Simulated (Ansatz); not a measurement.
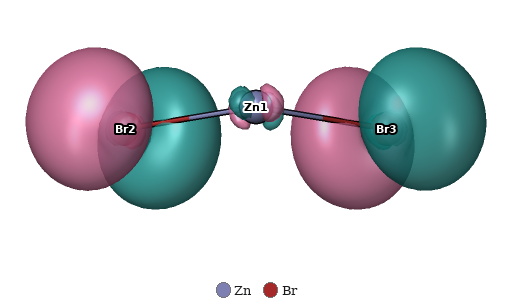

Figure. Br₂Zn (charge −1, doublet). The HOMO−1 (α) at ±0.1 Å⁻³ᐟ² (teal and pink are the two phases), seen from one side.

Geometry: PBE-D4/def2-TZVPD.

Method: UKS PBE0-D4/def2-TZVPD in Ansatz 0.2.0.

> What is the character of this orbital?

It lies mainly on Br2 (about 50 %) and Br3 (about 50 %); it is symmetric in the molecular plane (an in-plane orbital: σ, lone-pair or in-plane π type); largely a combination of lone pairs on Br2 and Br3. Its energy is −3.33 eV.
